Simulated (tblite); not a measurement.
# C9H8OSSe: the cost of one run

Programs: tblite 0.8.0 and PySCF 2.14.0, with routines of our own; each step states its level. All values are computed. Atoms count from 0.

## 1. The system as given

20 atoms, charge 0, multiplicity 1; geometry from: force field or distance geometry start.

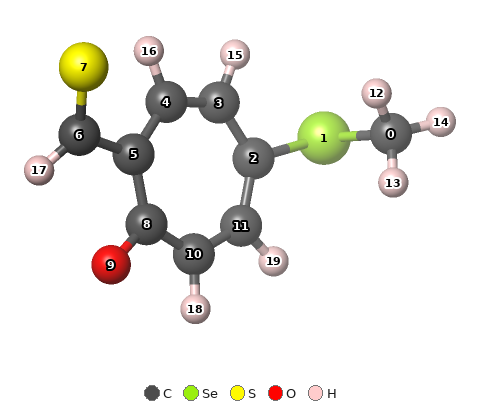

The starting geometry (carbon dark grey, selenium green, sulfur yellow, oxygen red, hydrogen pink).

## 2. Optimising the geometry with GFN2-xTB

Job settings and geometry (Å):

```
{"job": {"kind": "relax", "xc": "GFN2-xTB", "basis": "xTB"}, "charge": 0, "multiplicity": 1}
C      3.323200     1.200900    -0.097800
Se     2.834200    -0.115900    -1.452000
C      1.082300    -0.331000    -0.692200
C      0.085700     0.511900    -1.212800
C     -1.256300     0.591300    -0.848100
C     -1.996100    -0.115500     0.107200
C     -3.433300     0.248000     0.243700
S     -3.977200     1.787300     0.090300
C     -1.504700    -1.160500     0.935000
O     -2.329600    -1.696200     1.739100
C     -0.215400    -1.673100     0.979700
C      0.921600    -1.307900     0.278500
H      2.624500     2.075400    -0.157300
H      3.246300     0.753600     0.912500
H      4.352500     1.552800    -0.269100
H      0.399900     1.188800    -1.972000
H     -1.793800     1.329500    -1.439700
H     -4.140800    -0.490300     0.623700
H     -0.052800    -2.475500     1.695600
H      1.824500    -1.862900     0.532500
```

Started as:

```bash
$ OMP_NUM_THREADS=1 python excited_run.py task.json out
```

One launch serves the whole session: the jobs run in the order shown.

**Question.** How long does this run take on 1 thread of Arm Neoverse V1, shared host?

About 2 s.
